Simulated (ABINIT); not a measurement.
Band structure of BP (F-43m, 2 atoms in the cell).

```yaml
crystal:
  lattice:
    - [0.00000, 2.26607, 2.26607]
    - [2.26607, 0.00000, 2.26607]
    - [2.26607, 2.26607, 0.00000]
  atoms:
    - { symbol: B, position: [0.00000, 0.00000, 0.00000] }
    - { symbol: P, position: [0.25000, 0.25000, 0.25000] }
```

Level of theory: PBE, norm-conserving pseudopotentials (PseudoDojo nc-sr-05 PBE standard) (plane waves; ABINIT).

Settings: pseudos = [B.upf, P.upf]; ecut = 38 Ha; ixc = 11; occopt = 1; ngkpt = 10 10 10; nshiftk = 1; shiftk = 0 0 0; potentials = PseudoDojo nc-sr-05 PBE standard; kptopt = 1; nstep = 100; tolvrs1 = 1e-11; ndtset = 2; getden2 = 1.

The starting cell comes from a database of computed structures (which also holds hypothetical and non-ambient phases and stackings), without a prior relaxation at this level.

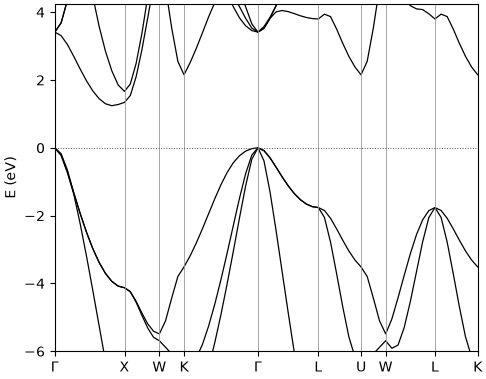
Bands along the path, energies from the top of the valence band on the SCF mesh.

### Question
Read off roughly the gap and where its edges lie.

### Answer
The gap along the path is about 1.2 eV (computed: 1.24 eV), from Γ to a point between Γ and X; the smallest direct gap on it is 3.41 eV.

Levels in eV from the top of the valence band on the SCF mesh, bands 1 to 8:
```csv
point,1,2,3,4,5,6,7,8
Γ,-15.49,0.00,0.00,0.00,3.41,3.41,3.41,7.42
X,-10.62,-8.60,-4.13,-4.13,1.34,1.66,12.10,12.10
W,-10.34,-8.07,-5.69,-5.49,5.33,6.78,7.26,7.47
K,-10.62,-8.18,-6.24,-3.51,2.15,6.01,9.73,10.62
L,-12.15,-9.06,-1.76,-1.76,3.80,4.72,4.72,10.15
U,-10.62,-8.18,-6.24,-3.51,2.15,6.01,9.73,10.62
```
